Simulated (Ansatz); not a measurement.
## Bi (A7 type, space group R-3m), energy against volume

Bi (A7 type, space group R-3m)

```
CELL_PARAMETERS angstrom
      2.26684     1.30876     3.88461
     -2.26684     1.30876     3.88461
      0.00000    -2.61752     3.88461
ATOMIC_POSITIONS crystal
  Bi 0.23720 0.23720 0.23720
  Bi 0.76280 0.76280 0.76280
```

E(V) scan at fixed shape, V₀ the volume above. The atoms relax within the cell's symmetry.

Calculation: PBE-D3(BJ) (plane waves to 420 eV, PAW, scalar-relativistic; Ansatz, a quantum-chemistry and plane-wave program). k mesh 13×13×13 (Γ-centred), Fermi-Dirac smearing 0.05 eV. Energies are smeared free energies. With the shape held, the modulus is that of even scaling; a crystal free to change shape is softer. Bi was relaxed with its symmetry unable to fall. Spin-orbit coupling is left out, though Bi is heavy. The PAW data are Ansatz's earlier set. The zero of ΔE is the relaxed starting cell.

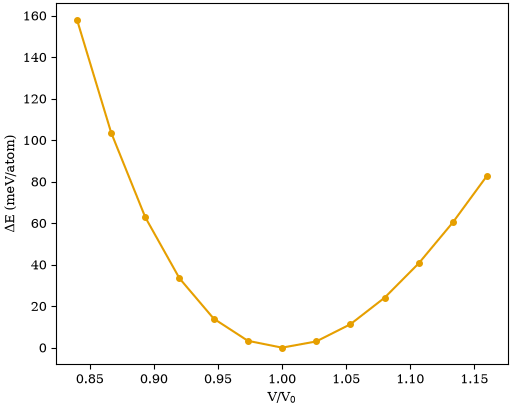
Fig. 1. ΔE (meV/atom) against V/V₀; computed points joined by lines.

The energy cost of the largest compression is 158 meV/atom. The bulk modulus at fixed cell shape B₀ (third-order Birch-Murnaghan fit) is 40.4 GPa, the pressure at the smallest volume is 10.8 GPa and the equilibrium volume of the fit is 34.59 Å³/atom. The pressure for 5 % compression (fit) is 2.4 GPa.

Check by three points about V = 34.574 Å³/atom, step 1.844: d²E/dV² ≈ (14 − 2·0 + 11) meV / 1.844² = 0.00735 eV/Å⁶, and V·d²E/dV² × 160.2 = 40.7 GPa.

(Under strain, the slope of the energy per volume gives the stress and its curvature an elastic modulus.)
